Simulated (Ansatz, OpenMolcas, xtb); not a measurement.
**How methods differ on InCl (SMILES [Cl][In])**

InCl: 2 atoms, total charge 0, spin state singlet. As SMILES, `[Cl][In]`. Geometry: relaxed at PBE0-D4/def2-TZVP.

```xyz
2

Cl    0.0000    0.0000   -0.0139
In    0.0000    0.0000    2.3996
```

Each level gives the electronic atomisation energy (eV). The values are calculated. Electronic energies at fixed atoms, without zero-point motion or spin-orbit coupling.

| level | kind | program | value (eV) | CPU time (all runs) |
| --- | --- | --- | --- | --- |
| GFN2-xTB | semi-empirical | xtb | 7.03 | under 2 s |
| HF/def2-TZVPPD (core potential) | Hartree–Fock | OpenMolcas | 3.41 | 16 s |
| SVWN5/def2-TZVPPD (core potential) | LDA | OpenMolcas | 5.27 | 24 s |
| PBE/def2-TZVPPD (core potential) | GGA | OpenMolcas | 4.70 | 30 s |
| revPBE/def2-TZVPPD (core potential) | GGA | OpenMolcas | 4.50 | 30 s |
| r2SCAN/def2-TZVPPD (core potential) | meta-GGA | OpenMolcas | 4.68 | 56 s |
| PBE0/def2-TZVPPD (core potential) | global hybrid | OpenMolcas | 4.58 | 30 s |
| FCI/STO-3G | exact in the basis | Ansatz | 5.76 | 0.63 s |

All-electron rows without a relativistic Hamiltonian named are non-relativistic, while core potentials hold scalar relativity, so basis and relativity change together. The values span 3.41 to 7.03 eV. The xTB rows lack spin polarisation, so open shells miss the exchange term that lowers them. High-level rows in very small sets aren't better than simpler rows in larger ones. Times are those of the runs behind each value, whatever else they computed, on shared processors of several kinds: orders of magnitude only.

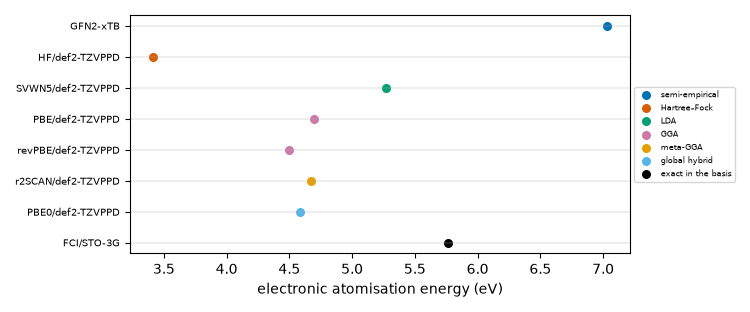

The values of the table, level by level.
